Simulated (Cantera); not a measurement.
Feed: 1 mol Ta, 0.23 mol H2O, equilibrated at 2050 K.

Method: chemical equilibrium by Gibbs-energy minimisation in Cantera with the NASA 1993 tables (ideal gas, pure condensed phases). Candidate condensed phases: H2O, Ta, Ta2O5; 12 gas species. Mutual solubility and eutectic melting of coexisting phases are not modelled. Condensed phases not in the tables: N, O or C dissolved in the metal. The numbers say what is thermodynamically allowed, not how fast it happens.

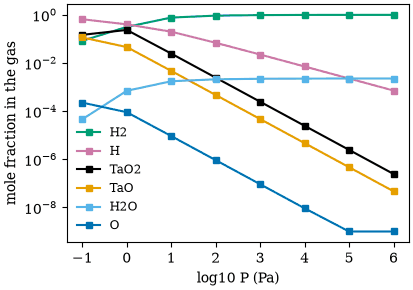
Equilibrium gas composition (values under 1e-9 drawn at 1e-9)

Problem. Read off the mole fractions at 0.100 Pa.

Solution. H about 0.65, TaO2 about 0.15, TaO about 0.11, H2 about 0.083, O about 0.00023, H2O about 4.6e-5.
